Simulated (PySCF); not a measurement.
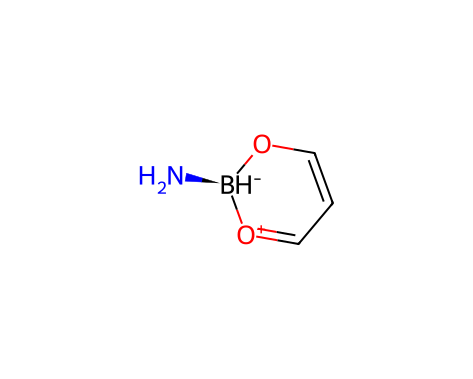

Source: calculation with PySCF.

Skeletal drawing of a molecule.

Question: Transcribe the drawing into SMILES.

Answer: N[B@H-]1OC=CC=[O+]1

Question: What is the molecular formula?

Answer: C3H6BNO2.
